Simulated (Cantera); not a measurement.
Input: 1 mol CuO, 1.2 mol CO, 0.68 mol N2, equilibrated at 133 Pa.

Method: chemical equilibrium by Gibbs-energy minimisation in Cantera with the NASA 1993 tables (ideal gas, pure condensed phases). Candidate condensed phases: C, Cu, CuO, Cu2O; 27 gas species. Equilibrium is a limit: real reactors are often held back by kinetics, nucleation or transport.

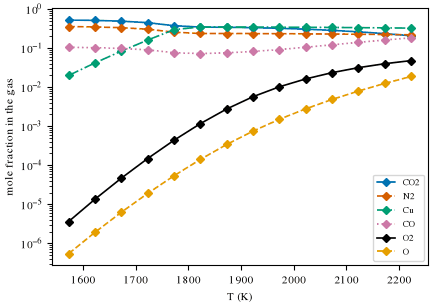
Fig. 1. Equilibrium gas composition (values under 1e-9 drawn at 1e-9)

**Question.** Read off the mole fractions at 2123 K.

**Answer.** Cu about 0.33, CO2 about 0.26, N2 about 0.23, CO about 0.14, O2 about 0.031, O about 0.0079.
